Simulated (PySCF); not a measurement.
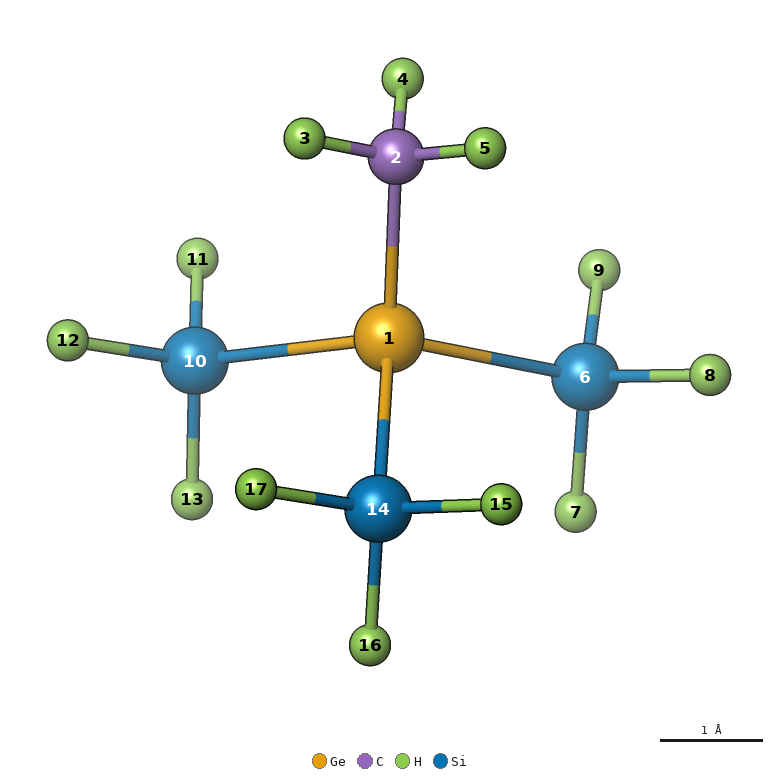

Orthographic view. Distant atoms are faded towards the background colour. The computed structure is the end point of a PBE0-D3(BJ)/def2-SVP optimisation. No frequency run is at hand to confirm it as a minimum.

Write the connection table.

Ge1: C2, Si6, Si10, Si14
C2: Ge1, H3, H4, H5
Si6: Ge1, H7, H8, H9
Si10: Ge1, H11, H12, H13
Si14: Ge1, H15, H16, H17
(terminal hydrogens appear only as neighbours)
